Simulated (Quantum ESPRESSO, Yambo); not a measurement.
# Beyond one shot: PbO (P4/nmm), part 2 of 2

Aim: iterate the self-energy on PbO (P4/nmm) and follow the gap from cycle to cycle.

Quantum ESPRESSO 7.5 and Yambo 5.3.0; PBE and many-body steps on it, plane waves. Known limits of the many-body steps: not at the basis limit; no spin-orbit coupling; coarse k mesh.

So far. Step 4 (G0W0): The gap on the mesh goes from 1.14 eV to 1.21 eV, a correction of +0.07 eV. Step 5 (evGW0, cycle 1): Against G0W0 in Yambo (4×4×2 mesh, 145 bands, screening to 149.7 eV, Godby-Needs plasmon pole), the gap moves by +0.037 eV.

The database entry behind the starting cell differs from later determinations by our own check (c about 1 % long), so it need not match the best structure at ambient conditions.

## 6. evGW0, cycle 2

Level of this step: evGW0 on PBE, plane waves, norm-conserving pseudopotentials (Yambo).

The corrected levels of the last cycle go back in.

gw4.in

```
HF_and_locXC
gw0
dyson
ppa
em1d
rim_cut
RandQpts= 1000000
RandGvec= 1 RL
EXXRLvcs= 76 Ry
VXCRLvcs= 304 Ry
Chimod= "HARTREE"
% BndsRnXp
 1 | 145 |
%
NGsBlkXp= 11 Ry
% LongDrXp
 1 | 1 | 1 |
%
% GbndRnge
 1 | 145 |
%
DysSolver= "n"
ExtendOut
PPAPntXp= 27.21138 eV
% QPkrange
 1 | 12 | 26 | 31 |
%
GfnQPdb= "E < ./gw3_fix/ndb.QP"
```

On the command line:

```sh
> OMP_NUM_THREADS=1 mpirun -n 8 yambo -F gw4.in -J gw4,gw1_W -C gw4 > gw4.log
```

The log of the run:

```text
 Yambo, version 5.3.0

 [02] CORE Variables Setup
 =========================

  [... cell, symmetries and grids as in the set-up ...]

  [02.05] Energies & Occupations
  ==============================

  [X] === General ===
  [X] Electronic Temperature                        :  0.000000  0.000000 [eV K]
  [X] Bosonic    Temperature                        :  0.000000  0.000000 [eV K]
  [X] Finite Temperature mode                       : no
  [X] El. density                                   :  0.70435E+24 [cm-3]
[...]
Sx RL components                                 :   6039

   QP @ state[ 1 ] K range                          :   1  12
   QP @ state[ 1 ] b range                          :  26  31
   GF energies kind                                 : Perdew, Burke & Ernzerhof(X)+Perdew, Burke & Ernzerhof(C)+ E < ./gw2/ndb.QP + @E Fit+ E < ./gw3_fix/
   GF WF`s kind                                     : Perdew, Burke & Ernzerhof(X)+Perdew, Burke & Ernzerhof(C)
   Xs energies kind                                 : Perdew, Burke & Ernzerhof(X)+Perdew, Burke & Ernzerhof(C)
   Xs WF`s kind                                     : Perdew, Burke & Ernzerhof(X)+Perdew, Burke & Ernzerhof(C)

 [13] Game Over & Game summary
```

Run time: 2.9 min. Hardware: 8 MPI ranks of Intel Xeon 6975P-C (Granite Rapids), shared host; peak memory 4.9 GiB.

This step gave:

```yaml
quasiparticle_gap_on_the_mesh: 1.257 eV
gap_of_the_density_functional_on_the_mesh: 1.140 eV
k_of_the_valence_top: 0, 0, 0
k_of_the_conduction_bottom: -0.5, -0.5, 0
least_direct_quasiparticle_gap_on_the_computed_points: 2.153 eV
```

Against the cycle before, the gap moves by +0.007 eV.

The program's own table gives 1.275 eV, which is too large where the input levels are shifted: this version takes Σc at the unshifted level E₀, yet steps from the shifted one. The value above is the Newton step from E₀, E₀ + Z(Σc + Σx − Vxc), rebuilt from the printed columns.

## 7. evGW, cycle 1

This step: evGW on PBE, plane waves, norm-conserving pseudopotentials.

gw5.in, as its differences from gw4.in of step 6:

```diff
@@ -27,2 +27,3 @@
 %
-GfnQPdb= "E < ./gw3_fix/ndb.QP"
+GfnQPdb= "E < ./gw2/ndb.QP"
+XfnQPdb= "E < ./gw2/ndb.QP"
```

On the command line:

```sh
> OMP_NUM_THREADS=1 mpirun -n 8 yambo -F gw5.in -J gw5 -C gw5 > gw5.log
```

The log of the run:

```text
 Yambo, version 5.3.0

 [02] CORE Variables Setup
 =========================

  [... cell, symmetries and grids as in the set-up ...]

  [02.05] Energies & Occupations
  ==============================

  [X] === General ===
  [X] Electronic Temperature                        :  0.000000  0.000000 [eV K]
  [X] Bosonic    Temperature                        :  0.000000  0.000000 [eV K]
  [X] Finite Temperature mode                       : no
  [X] El. density                                   :  0.70435E+24 [cm-3]
[...]
Sx RL components                                 :   6039

   QP @ state[ 1 ] K range                          :   1  12
   QP @ state[ 1 ] b range                          :  26  31
   GF energies kind                                 : Perdew, Burke & Ernzerhof(X)+Perdew, Burke & Ernzerhof(C)+ E < ./gw2/ndb.QP + @E Fit
   GF WF`s kind                                     : Perdew, Burke & Ernzerhof(X)+Perdew, Burke & Ernzerhof(C)
   Xs energies kind                                 : Perdew, Burke & Ernzerhof(X)+Perdew, Burke & Ernzerhof(C)
   Xs WF`s kind                                     : Perdew, Burke & Ernzerhof(X)+Perdew, Burke & Ernzerhof(C)

 [15] Game Over & Game summary
```

Elapsed: 4.3 min, on 8 MPI ranks; peak memory 5 GiB.

Numbers from this step:

| Item | Value |
| --- | --- |
| quasiparticle gap on the mesh | 1.374 eV |
| gap of the density functional on the mesh | 1.140 eV |
| k of the valence top | 0, 0, 0 |
| k of the conduction bottom | -0.5, -0.5, 0 |
| least direct quasiparticle gap on the computed points | 2.306 eV |

Against G0W0 in Yambo (4×4×2 mesh, 145 bands, screening to 149.7 eV, Godby-Needs plasmon pole), the gap moves by +0.160 eV.

The program's own table gives 1.385 eV, which is too large where the input levels are shifted: this version takes Σc at the unshifted level E₀, yet steps from the shifted one. The value above is the Newton step from E₀, E₀ + Z(Σc + Σx − Vxc), rebuilt from the printed columns.

## 8. evGW, cycle 2

gw6.in, as its differences from gw5.in of step 7:

```diff
@@ -27,3 +27,3 @@
 %
-GfnQPdb= "E < ./gw2/ndb.QP"
-XfnQPdb= "E < ./gw2/ndb.QP"
+GfnQPdb= "E < ./gw5_fix/ndb.QP"
+XfnQPdb= "E < ./gw5_fix/ndb.QP"
```

On the command line:

```sh
> OMP_NUM_THREADS=1 mpirun -n 8 yambo -F gw6.in -J gw6 -C gw6 > gw6.log
```

The log of the run:

```text
 Yambo, version 5.3.0

 [02] CORE Variables Setup
 =========================

  [... cell, symmetries and grids as in the set-up ...]

  [02.05] Energies & Occupations
  ==============================

  [X] === General ===
  [X] Electronic Temperature                        :  0.000000  0.000000 [eV K]
  [X] Bosonic    Temperature                        :  0.000000  0.000000 [eV K]
  [X] Finite Temperature mode                       : no
  [X] El. density                                   :  0.70435E+24 [cm-3]
[...]
Sx RL components                                 :   6039

   QP @ state[ 1 ] K range                          :   1  12
   QP @ state[ 1 ] b range                          :  26  31
   GF energies kind                                 : Perdew, Burke & Ernzerhof(X)+Perdew, Burke & Ernzerhof(C)+ E < ./gw2/ndb.QP + @E Fit+ E < ./gw5_fix/
   GF WF`s kind                                     : Perdew, Burke & Ernzerhof(X)+Perdew, Burke & Ernzerhof(C)
   Xs energies kind                                 : Perdew, Burke & Ernzerhof(X)+Perdew, Burke & Ernzerhof(C)
   Xs WF`s kind                                     : Perdew, Burke & Ernzerhof(X)+Perdew, Burke & Ernzerhof(C)

 [15] Game Over & Game summary
```

Elapsed: 4.2 min, on 8 MPI ranks; peak memory 5 GiB; 34 min of CPU time.

This step gave:

* quasiparticle gap on the mesh: 1.436 eV
* gap of the density functional on the mesh: 1.140 eV
* k of the valence top: 0, 0, 0
* k of the conduction bottom: -0.5, -0.5, 0
* least direct quasiparticle gap on the computed points: 2.392 eV

Against the cycle before, the gap moves by +0.062 eV.

The program's own table gives 1.470 eV, which is too large where the input levels are shifted: this version takes Σc at the unshifted level E₀, yet steps from the shifted one. The value above is the Newton step from E₀, E₀ + Z(Σc + Σx − Vxc), rebuilt from the printed columns.

## 9. evGW, cycle 3

gw7.in, as its differences from gw6.in of step 8:

```diff
@@ -27,3 +27,3 @@
 %
-GfnQPdb= "E < ./gw5_fix/ndb.QP"
-XfnQPdb= "E < ./gw5_fix/ndb.QP"
+GfnQPdb= "E < ./gw6_fix/ndb.QP"
+XfnQPdb= "E < ./gw6_fix/ndb.QP"
```

On the command line:

```sh
> OMP_NUM_THREADS=1 mpirun -n 8 yambo -F gw7.in -J gw7 -C gw7 > gw7.log
```

The log of the run:

```text
 Yambo, version 5.3.0

 [02] CORE Variables Setup
 =========================

  [... cell, symmetries and grids as in the set-up ...]

  [02.05] Energies & Occupations
  ==============================

  [X] === General ===
  [X] Electronic Temperature                        :  0.000000  0.000000 [eV K]
  [X] Bosonic    Temperature                        :  0.000000  0.000000 [eV K]
  [X] Finite Temperature mode                       : no
  [X] El. density                                   :  0.70435E+24 [cm-3]
[...]
Sx RL components                                 :   6039

   QP @ state[ 1 ] K range                          :   1  12
   QP @ state[ 1 ] b range                          :  26  31
   GF energies kind                                 : Perdew, Burke & Ernzerhof(X)+Perdew, Burke & Ernzerhof(C)+ E < ./gw2/ndb.QP + @E Fit+ E < ./gw5_fix/
   GF WF`s kind                                     : Perdew, Burke & Ernzerhof(X)+Perdew, Burke & Ernzerhof(C)
   Xs energies kind                                 : Perdew, Burke & Ernzerhof(X)+Perdew, Burke & Ernzerhof(C)
   Xs WF`s kind                                     : Perdew, Burke & Ernzerhof(X)+Perdew, Burke & Ernzerhof(C)

 [15] Game Over & Game summary
```

Elapsed: 4.2 min, on 8 MPI ranks; peak memory 5 GiB; 34 min of CPU time.

Numbers from this step:

```
quasiparticle gap on the mesh                         : 1.458 eV
gap of the density functional on the mesh             : 1.140 eV
k of the valence top                                  : 0, 0, 0
k of the conduction bottom                            : -0.5, -0.5, 0
least direct quasiparticle gap on the computed points : 2.422 eV
```

Against the cycle before, the gap moves by +0.022 eV.

The program's own table gives 1.501 eV, which is too large where the input levels are shifted: this version takes Σc at the unshifted level E₀, yet steps from the shifted one. The value above is the Newton step from E₀, E₀ + Z(Σc + Σx − Vxc), rebuilt from the printed columns.

## 10. evGW, cycle 4

gw8.in, as its differences from gw7.in of step 9:

```diff
@@ -27,3 +27,3 @@
 %
-GfnQPdb= "E < ./gw6_fix/ndb.QP"
-XfnQPdb= "E < ./gw6_fix/ndb.QP"
+GfnQPdb= "E < ./gw7_fix/ndb.QP"
+XfnQPdb= "E < ./gw7_fix/ndb.QP"
```

On the command line:

```sh
> OMP_NUM_THREADS=1 mpirun -n 8 yambo -F gw8.in -J gw8 -C gw8 > gw8.log
```

The log of the run:

```text
 Yambo, version 5.3.0

 [02] CORE Variables Setup
 =========================

  [... cell, symmetries and grids as in the set-up ...]

  [02.05] Energies & Occupations
  ==============================

  [X] === General ===
  [X] Electronic Temperature                        :  0.000000  0.000000 [eV K]
  [X] Bosonic    Temperature                        :  0.000000  0.000000 [eV K]
  [X] Finite Temperature mode                       : no
  [X] El. density                                   :  0.70435E+24 [cm-3]
[...]
Sx RL components                                 :   6039

   QP @ state[ 1 ] K range                          :   1  12
   QP @ state[ 1 ] b range                          :  26  31
   GF energies kind                                 : Perdew, Burke & Ernzerhof(X)+Perdew, Burke & Ernzerhof(C)+ E < ./gw2/ndb.QP + @E Fit+ E < ./gw5_fix/
   GF WF`s kind                                     : Perdew, Burke & Ernzerhof(X)+Perdew, Burke & Ernzerhof(C)
   Xs energies kind                                 : Perdew, Burke & Ernzerhof(X)+Perdew, Burke & Ernzerhof(C)
   Xs WF`s kind                                     : Perdew, Burke & Ernzerhof(X)+Perdew, Burke & Ernzerhof(C)

 [15] Game Over & Game summary
```

Elapsed: 4.3 min, on 8 MPI ranks; peak memory 5 GiB; 34 min of CPU time.

Numbers from this step:

```yaml
quasiparticle_gap_on_the_mesh: 1.465 eV
gap_of_the_density_functional_on_the_mesh: 1.140 eV
k_of_the_valence_top: 0, 0, 0
k_of_the_conduction_bottom: -0.5, -0.5, 0
least_direct_quasiparticle_gap_on_the_computed_points: 2.432 eV
```

Against the cycle before, the gap moves by +0.007 eV.

The program's own table gives 1.511 eV, which is too large where the input levels are shifted: this version takes Σc at the unshifted level E₀, yet steps from the shifted one. The value above is the Newton step from E₀, E₀ + Z(Σc + Σx − Vxc), rebuilt from the printed columns.

## 11. Side by side

Times are wall times on 8 MPI ranks of Intel Xeon 6975P-C (Granite Rapids), shared host, good to a factor of about two.

| run | mesh | bands | screening cutoff (eV) | DFT gap (eV) | gap on the mesh (eV) | direct (eV) | time |
| --- | --- | --- | --- | --- | --- | --- | --- |
| G0W0 | 4×4×2 | 145 | 149.7 | 1.140 | 1.214 | 2.095 | 98 s |
| evGW0, cycle 1 | 4×4×2 | 145 | 149.7 | 1.140 | 1.251 | 2.142 | 2.9 min |
| evGW0, cycle 2 | 4×4×2 | 145 | 149.7 | 1.140 | 1.257 | 2.153 | 2.9 min |
| evGW, cycle 1 | 4×4×2 | 145 | 149.7 | 1.140 | 1.374 | 2.306 | 4.3 min |
| evGW, cycle 2 | 4×4×2 | 145 | 149.7 | 1.140 | 1.436 | 2.392 | 4.2 min |
| evGW, cycle 3 | 4×4×2 | 145 | 149.7 | 1.140 | 1.458 | 2.422 | 4.2 min |
| evGW, cycle 4 | 4×4×2 | 145 | 149.7 | 1.140 | 1.465 | 2.432 | 4.3 min |

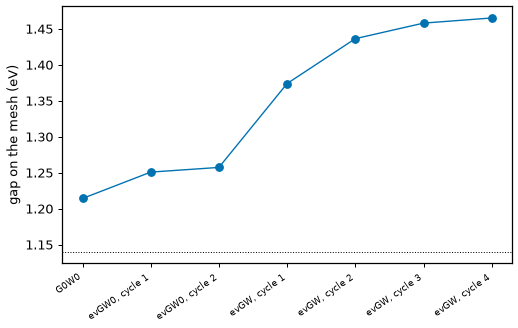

The gap through the cycles; the dotted line is the starting gap.

## 12. Outcome

```yaml
g0w0: 1.214 eV
evgw0_cycle_1: 1.251 eV
evgw0_cycle_2: 1.257 eV
evgw_cycle_1: 1.374 eV
evgw_cycle_2: 1.436 eV
evgw_cycle_3: 1.458 eV
evgw_cycle_4: 1.465 eV
known_limits: not at the basis limit; no spin-orbit coupling; coarse k mesh
```

What this shows: evGW0 ends at 1.26 eV, +0.04 eV from G0W0, after 2 cycles that took 5.8 min beside the first screening; the last moved the gap by 0.007 eV. evGW ends at 1.47 eV, +0.25 eV from G0W0, after 4 cycles that took 17 min beside the first screening; the last moved the gap by 0.007 eV. Bands and cutoff are finite, so the gap is not at the basis limit. The miss can reach some tenths of an eV and take either sign; the mesh is an error of its own. The 4×4×2 mesh is coarse for this cell, which bears on the long-range parts of exchange and screening. Where an edge is built on 6p states of lead, bismuth or thallium, scalar-relativistic gaps usually stand too wide, by a few tenths to over one eV. The many-body steps are scalar-relativistic: spin-orbit coupling is not in them.

[Paths, hosts, dates, memory and timing lines, banners, echoed tables and standing remarks are left out of the program output.]

[Logs are printed without paths, hosts, clocks, repeated set-up lines and the standing remarks that a program may print on its own settings, such as how far it seeks lower states.]

[Runs of the session that timed out or met a known fault of the program may be left out.]

[Hosts, paths, dates, database ids (printed as entryN), source tags and the programs' standing remarks are cut or masked in the printed files.]
